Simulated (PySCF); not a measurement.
# C6H6ClF: excited states, first hyperpolarisability

Aim: compute the excited states, first hyperpolarisability of C6H6ClF (`F/C=C/C=C/C=C/Cl`).

Computed with PySCF 2.14.0 and routines of our own; the level stands in each step. Atoms count from 0.

## (1) The starting structure

14 atoms, charge 0, multiplicity 1; geometry from: GFN2-xTB.

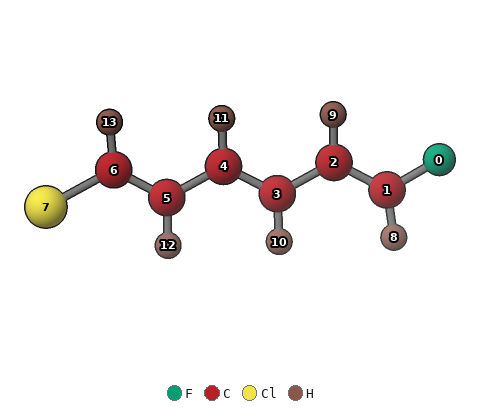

The starting geometry (fluorine teal, carbon red, chlorine yellow, hydrogen brown).

## (2) Geometry optimisation at PBE0-D3(BJ)/def2-SVP

What the job is given:

```
{"job": {"xc": "PBE0", "basis": "def2-SVP", "d3": "d3bj", "grid": 2, "kind": "geom"}, "charge": 0, "multiplicity": 1}
F     -4.202338    -0.097930     0.434834
C     -2.995287     0.479191     0.350014
C     -1.887721    -0.239320     0.181348
C     -0.583416     0.350028     0.086853
C      0.542976    -0.365054    -0.085313
C      1.847542     0.223645    -0.180703
C      2.956261    -0.500196    -0.351714
Cl     4.514590     0.200972    -0.465879
H     -3.051500     1.554681     0.434124
H     -1.963638    -1.315200     0.111214
H     -0.530983     1.427943     0.160414
H      0.487404    -1.442890    -0.158524
H      1.911560     1.300382    -0.109137
H      2.953871    -1.576726    -0.429698
```

Run with:

```bash
$ OMP_NUM_THREADS=1 python excited_run.py task.json out
```

The driver reads the jobs from task.json and runs them one after another.

Standard output:

```text
step   0  E = -791.32524927  max force = 0.018166
step   1  E = -791.32670754  max force = 0.003703
step   2  E = -791.32667546  max force = 0.002565
step   3  E = -791.32674983  max force = 0.000907
step   4  E = -791.32676410  max force = 0.000432
optimisation converged
```

It took 38 s on 1 thread of Arm Neoverse V2, shared host; peak memory 0.72 GiB.

Along the way:

```csv
step,energy from step 0 (eV),largest force component (eV/Å)
0,0.0000,0.9341
1,-0.0397,0.1904
2,-0.0388,0.1319
3,-0.0408,0.0466
4,-0.0412,0.0222
```

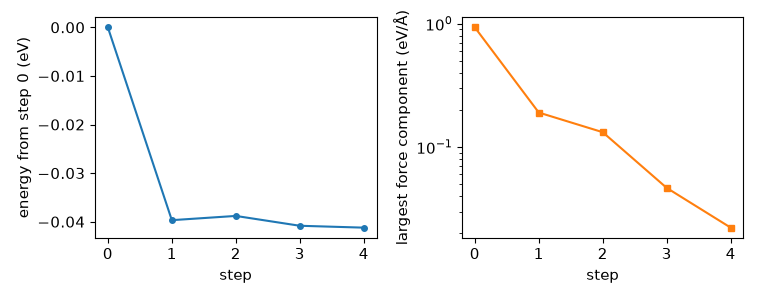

Energy and force, step by step.

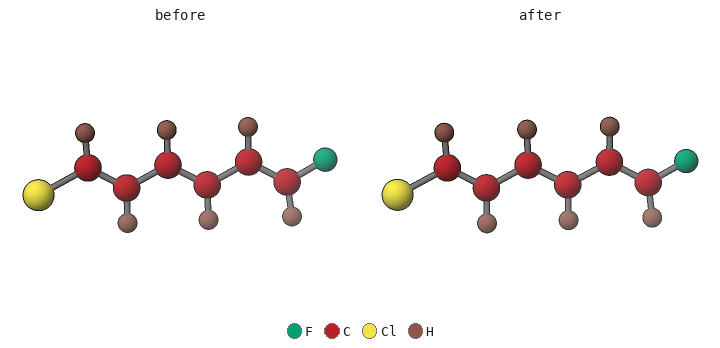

Before and after, at one scale.

Close pairs (by a distance rule), those that changed most:

```csv
bond,before (Å),after (Å),change (Å)
F0–C1,1.341,1.325,-0.015
C3–H10,1.082,1.097,+0.015
C1–H8,1.080,1.095,+0.015
C4–H11,1.082,1.096,+0.015
C5–H12,1.081,1.095,+0.014
C2–H9,1.081,1.095,+0.014
C6–H13,1.079,1.093,+0.014
C4–C5,1.434,1.442,+0.008
```

The next job starts from the end point, and lists it.

```csv
at the end point,value
point group (found at 0.08 Å tolerance),Cs
"rotational constants (GHz, main isotopes)","20.748, 0.370, 0.364"
dipole moment (D),0.53
```

## (3) Excited states: TDA CAM-B3LYP/def2-TZVP

What the job is given:

```
{"job": {"kind": "states", "xc": "CAM-B3LYP", "basis": "def2-TZVP", "tda": true, "soc": true, "nstates": 6, "ntriplets": 5, "nquad": 4}, "charge": 0, "multiplicity": 1}
F     -3.717395     0.053297     0.441510
C     -2.522228     0.613499     0.323097
C     -1.414419    -0.110573     0.120190
C     -0.105771     0.480123    -0.013975
C      1.029924    -0.226704    -0.213673
C      2.336096     0.370887    -0.346080
C      3.454817    -0.346503    -0.540055
Cl     5.016086     0.355397    -0.698112
H     -2.549872     1.704975     0.405360
H     -1.515222    -1.198743     0.055829
H     -0.039139     1.572981     0.052871
H      0.968484    -1.319349    -0.280100
H      2.411881     1.461654    -0.283455
H      3.454853    -1.437166    -0.611979
```

Level: TDA CAM-B3LYP/def2-TZVP excited states, vertical, gas phase, spin-orbit mean-field couplings.

Standard output:

```text
coarse grid: 12952 points
cycle   1  E = -792.1759718997  dE =  1.246e+00  |g| = 5.443e-01  |ddm| = 3.024e+00
cycle   2  E = -792.1675396841  dE =  8.432e-03  |g| = 6.448e-01  |ddm| = 1.174e+00
cycle   3  E = -792.2380118614  dE = -7.047e-02  |g| = 5.983e-02  |ddm| = 6.055e-01
cycle   4  E = -792.2388251878  dE = -8.133e-04  |g| = 2.533e-02  |ddm| = 8.764e-02
cycle   5  E = -792.2389696331  dE = -1.444e-04  |g| = 9.907e-03  |ddm| = 3.044e-02
cycle   6  E = -792.2389933783  dE = -2.375e-05  |g| = 3.381e-03  |ddm| = 9.565e-03
cycle   7  E = -792.2389964401  dE = -3.062e-06  |g| = 7.158e-04  |ddm| = 4.362e-03
final grid: 122832 points
cycle   8  E = -792.2319890200  dE = -4.116e-05  |g| = 4.348e-03  |ddm| = 6.622e-02
cycle   9  E = -792.2319888680  dE =  1.520e-07  |g| = 4.483e-03  |ddm| = 7.423e-03
cycle  10  E = -792.2319927030  dE = -3.835e-06  |g| = 7.416e-04  |ddm| = 4.674e-03
cycle  11  E = -792.2319927853  dE = -8.230e-08  |g| = 1.936e-04  |ddm| = 1.015e-03
cycle  12  E = -792.2319927933  dE = -7.955e-09  |g| = 5.765e-05  |ddm| = 3.293e-04
cycle  13  E = -792.2319927941  dE = -7.951e-10  |g| = 2.098e-05  |ddm| = 1.009e-04
converged SCF energy = -792.2319927941

Singlet excitations
state   eV       nm        f     d(h-e)  d(exc)  Lambda  PR(NTO)  |dmu|/D   mu/D   main configurations
  1   5.0901   243.6   1.80348   0.055   3.788   0.845   1.084    0.101    0.439   H->L 0.95
  2   6.3496   195.3   0.00001   0.697   3.711   0.365   1.170    2.399    2.654   H->L+2 0.63, H->L+3 0.24
  3   6.3519   195.2   0.00030   0.161   4.401   0.758   2.009    0.543    0.115   H-1->L 0.51, H->L+1 0.40
  4   6.5426   189.5   0.00000   1.243   3.740   0.376   1.144    3.963    4.475   H->L+3 0.57, H->L+2 0.30
  5   6.7422   183.9   0.00000   2.713   3.956   0.255   1.007                     H-2->L 0.87, H-2->L+1 0.10
  6   6.8756   180.3   0.00368   0.013   3.452   0.689   1.258                     H->L+4 0.88

Triplet excitations (Tamm-Dancoff)
state   eV     d(h-e)  d(exc)  Lambda  PR(NTO)   main configurations
  1   2.4231   0.042   3.264   0.849   1.135   H->L 0.92
  2   4.0376   0.102   2.542   0.772   2.009   H-1->L 0.47, H->L+1 0.43
  3   5.1254   0.112   2.390   0.723   2.447   H->L+4 0.48, H-3->L 0.24, H-1->L+1 0.14
  4   5.9555   1.426   3.402   0.394   1.036   H->L+3 0.67, H-1->L+3 0.15, H->L+2 0.08
  5   6.1866   0.014   4.366   0.776   2.014   H->L+1 0.48, H-1->L 0.46
S1 - T1 = 2.6670 eV

Spin-orbit couplings |<S|Hso|T>| (cm-1)
             T1       T2       T3       T4       T5
S0        0.057    0.242    0.415  130.326    0.464
S1        0.011    0.039    0.064   18.404    0.063
S2       16.661   13.710    5.185    2.284    1.196
S3        3.537    2.890    1.095    2.981    0.249
S4       20.007   16.034    6.158    0.460    4.076
S5       68.069   75.253   43.597    2.430   71.302
S6        0.222    0.189    0.136    3.145    0.159
T1 sublevels (cm-1): 0.000 0.130 0.133   radiative rates (1/s): 0.000254 0.577 0.00136
```

Run time: 61 s. Hardware: 1 thread of Arm Neoverse V2, shared host; peak memory 1.2 GiB.

In short:

```csv
quantity,value
S1 less T1,2.67 eV
```

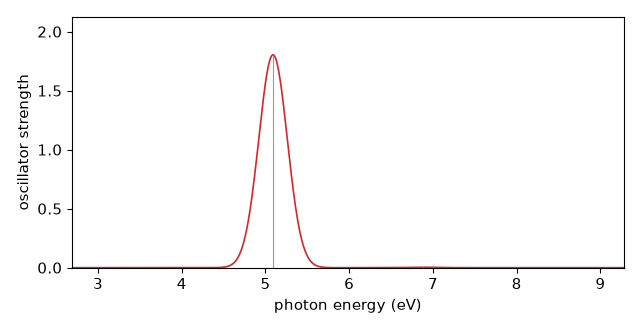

Absorption lines of the singlets. Lines are broadened to a width of 0.40 eV (Gaussian).

## (4) Excited states: TDDFT CAM-B3LYP/aug-cc-pVDZ

Settings changed since step 3:

```diff
@@ -1,2 +1,2 @@
-{"job": {"kind": "states", "xc": "CAM-B3LYP", "basis": "def2-TZVP", "tda": true, "soc": true, "nstates": 6, "ntriplets": 5, "nquad": 4}, "charge": 0, "multiplicity": 1}
+{"job": {"kind": "states", "xc": "CAM-B3LYP", "basis": "aug-cc-pVDZ", "tpa": true, "nstates": 8, "nquad": 6, "ntriplets": 0}, "charge": 0, "multiplicity": 1}
 F     -3.717395     0.053297     0.441510
```

Method: TDDFT CAM-B3LYP/aug-cc-pVDZ excited states, vertical, gas phase, two-photon moments by quadratic response.

Standard output:

```text
coarse grid: 12952 points
cycle   1  E = -792.0487073727  dE =  1.300e+00  |g| = 4.944e-01  |ddm| = 2.152e+01
cycle   2  E = -792.0424156110  dE =  6.292e-03  |g| = 5.787e-01  |ddm| = 5.335e+00
cycle   3  E = -792.1061479325  dE = -6.373e-02  |g| = 5.362e-02  |ddm| = 2.131e+00
cycle   4  E = -792.1068792234  dE = -7.313e-04  |g| = 2.285e-02  |ddm| = 3.617e-01
cycle   5  E = -792.1070130871  dE = -1.339e-04  |g| = 9.833e-03  |ddm| = 1.676e-01
cycle   6  E = -792.1070379125  dE = -2.483e-05  |g| = 2.417e-03  |ddm| = 5.990e-02
cycle   7  E = -792.1070398214  dE = -1.909e-06  |g| = 7.304e-04  |ddm| = 1.189e-02
final grid: 122832 points
cycle   8  E = -792.1276586682  dE = -1.864e-05  |g| = 3.496e-03  |ddm| = 3.548e-01
cycle   9  E = -792.1276583203  dE =  3.479e-07  |g| = 4.040e-03  |ddm| = 4.664e-02
cycle  10  E = -792.1276616268  dE = -3.307e-06  |g| = 4.938e-04  |ddm| = 1.503e-02
cycle  11  E = -792.1276616742  dE = -4.741e-08  |g| = 1.152e-04  |ddm| = 2.840e-03
cycle  12  E = -792.1276616777  dE = -3.484e-09  |g| = 5.245e-05  |ddm| = 1.054e-03
cycle  13  E = -792.1276616785  dE = -7.660e-10  |g| = 1.532e-05  |ddm| = 2.814e-04
converged SCF energy = -792.1276616785

Singlet excitations
state   eV       nm        f     d(h-e)  d(exc)  Lambda  PR(NTO)  |dmu|/D   mu/D   delta(TPA)   sigma/GM   main configurations
  1   4.6916   264.3   1.25040   0.037   3.741   0.827   1.141    0.076    0.491        1.26      0.010   H->L 0.98
  2   5.4602   227.1   0.00008   1.212   4.697   0.190   1.032    5.094    4.759       20.91      0.228   H->L+1 0.89
  3   5.4937   225.7   0.00037   1.214   4.723   0.222   1.044    5.125    5.318        6.48      0.072   H->L+2 0.90
  4   5.9924   206.9   0.00334   0.772   5.111   0.208   1.130    4.041    3.530       54.65      0.719   H->L+3 0.79
  5   6.1631   201.2   0.00653   0.307   3.929   0.525   1.118    1.115    1.655     1757.97     24.463   H->L+7 0.71, H->L+6 0.22
  6   6.2167   199.4   0.00139   2.942   4.814   0.280   1.025   12.139   12.652       50.71      0.718   H->L+5 0.45, H->L+8 0.24, H->L+3 0.08
  7   6.2438   198.6   0.00055   0.735   4.411   0.641   1.668                                            H->L+6 0.48, H-1->L 0.23, H->L+7 0.21
  8   6.2518   198.3   0.00247   0.394   5.152   0.184   1.129                                            H->L+4 0.85
```

Run time: 57 s. Hardware: 1 thread of Arm Neoverse V2, shared host; peak memory 1 GiB.

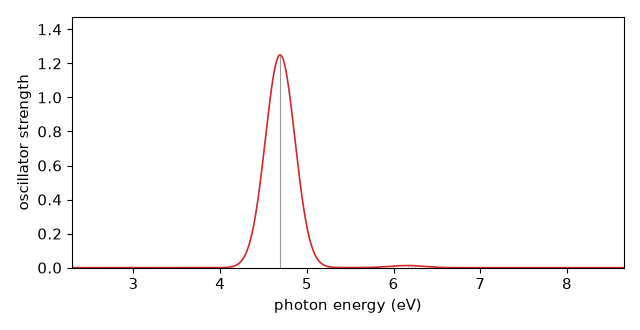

Absorption lines of the singlets. Lines are broadened to a width of 0.40 eV (Gaussian).

## (5) First hyperpolarisability: quadratic response CAM-B3LYP/aug-cc-pVDZ

Settings changed since step 4:

```diff
@@ -1,2 +1,2 @@
-{"job": {"kind": "states", "xc": "CAM-B3LYP", "basis": "aug-cc-pVDZ", "tpa": true, "nstates": 8, "nquad": 6, "ntriplets": 0}, "charge": 0, "multiplicity": 1}
+{"job": {"kind": "beta", "xc": "CAM-B3LYP", "basis": "aug-cc-pVDZ"}, "charge": 0, "multiplicity": 1}
 F     -3.717395     0.053297     0.441510
```

Method: quadratic response CAM-B3LYP/aug-cc-pVDZ first hyperpolarisability, Taylor convention, gas phase.

Standard output:

```text
coarse grid: 12952 points
cycle   1  E = -792.0487073727  dE =  1.300e+00  |g| = 4.944e-01  |ddm| = 2.152e+01
cycle   2  E = -792.0424156110  dE =  6.292e-03  |g| = 5.787e-01  |ddm| = 5.335e+00
cycle   3  E = -792.1061479325  dE = -6.373e-02  |g| = 5.362e-02  |ddm| = 2.131e+00
cycle   4  E = -792.1068792234  dE = -7.313e-04  |g| = 2.285e-02  |ddm| = 3.617e-01
cycle   5  E = -792.1070130871  dE = -1.339e-04  |g| = 9.833e-03  |ddm| = 1.676e-01
cycle   6  E = -792.1070379125  dE = -2.483e-05  |g| = 2.417e-03  |ddm| = 5.990e-02
cycle   7  E = -792.1070398214  dE = -1.909e-06  |g| = 7.304e-04  |ddm| = 1.189e-02
final grid: 122832 points
cycle   8  E = -792.1276586682  dE = -1.864e-05  |g| = 3.496e-03  |ddm| = 3.548e-01
cycle   9  E = -792.1276583203  dE =  3.479e-07  |g| = 4.040e-03  |ddm| = 4.664e-02
cycle  10  E = -792.1276616268  dE = -3.307e-06  |g| = 4.938e-04  |ddm| = 1.503e-02
cycle  11  E = -792.1276616742  dE = -4.741e-08  |g| = 1.152e-04  |ddm| = 2.840e-03
cycle  12  E = -792.1276616777  dE = -3.484e-09  |g| = 5.245e-05  |ddm| = 1.054e-03
cycle  13  E = -792.1276616785  dE = -7.660e-10  |g| = 1.532e-05  |ddm| = 2.814e-04
converged SCF energy = -792.1276616785

Lowest singlets (eV, f): 4.6916 1.2504  5.4602 0.0001  5.4937 0.0004

First hyperpolarisability (au)
process     nm      |vector|   parallel      HRS      DR
static         -       86.26       29.7      39.54   3.771
shg       1907.0       85.79      26.38      39.97   3.681
eope      1907.0       86.10      28.68          -       -
shg       1064.0       85.71      15.48      41.75   3.491
eope      1064.0       85.76      26.11          -       -
```

Wall time 41 s (1 thread of Arm Neoverse V2, shared host); peak memory 0.98 GiB.

## (6) Results

| quantity | value |
| --- | --- |
| point group | Cs |
| rotational constants (main isotopes) | 20.75, 0.37, 0.36 GHz |
| S1 less T1 (step 3, TDA CAM-B3LYP/def2-TZVP) | 2.67 eV |
| β vector (step 5, quadratic response CAM-B3LYP/aug-cc-pVDZ) | static 86, SHG 1907.0 nm 86, SHG 1064.0 nm 86 au |

What this shows: Over 4 steps the energy fell by 0.041 eV; of the close pairs, F0–C1 changed most, 1.341 to 1.325 Å. No frequency check was run at this level, so the end point may be a saddle. In step 3 some excited states are degenerate or nearly so. In step 3, the number of triplets below S1 is 2, and the largest singlet-triplet spin-orbit coupling is S0–T4, 130.33 cm⁻¹.
